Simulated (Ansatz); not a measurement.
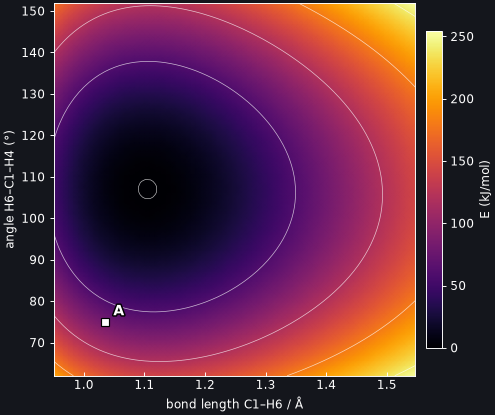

CH6CuN, SMILES [CH3][Cu-][NH3+]. 
- First axis: bond length C1–H6. Second axis: angle H6–C1–H4.
- Nothing is relaxed (all other coordinates rigid).
- The scan uses a 15 × 15 grid.
- Points are written as (first, second).
- All energies are given in kJ/mol relative to the lowest grid point.
- Method: RKS PBE0-D4/def2-SVP (Ansatz).

Drawn: a smooth colour map with a few white contour lines, the point A. Between grid points the surface is interpolated.

Question: Which way does the force act at A, and how strong is it?

Answer: A, at (1.035 Å, 74.9°), is not a stationary point. The computed force is 310 kJ/mol for each Å towards larger values of bond length C1–H6 and 4.6 kJ/mol for each degree towards larger values of angle H6–C1–H4.
